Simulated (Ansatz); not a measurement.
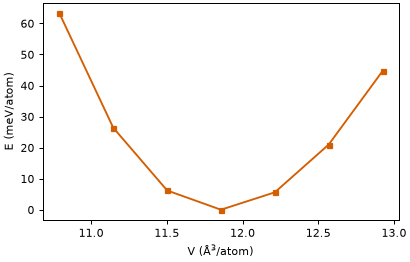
Figure. GaNi (CsCl type, space group No. 221) under volume change, the program Ansatz at the PBEsol level (PAW), shape and atoms relaxed at each volume.

**Question.** What does a third-order Birch–Murnaghan fit give for V₀, B₀ and B′?

**Answer.** V₀ = 11.86 Å³/atom, B₀ = 176 GPa, B′ = 4.8.

Space group Pm-3m (CsCl type). The cell is a constructed one: a structure type filled with these elements; the Crystallography Open Database files this formula in space group No. 221, but the cells were not matched. Whether it is the stable phase at ambient conditions was not checked. The cell was relaxed with PBEsol under the symmetry of its start; whether a distortion lowers the energy is not shown. The workflow began spin-polarised and lost its moments.

Potentials: the earlier of the program's two PAW sets. The files were generated under PBE; for other functionals the program regenerates the frozen cores, and for LDA and PBEsol the local potential too.
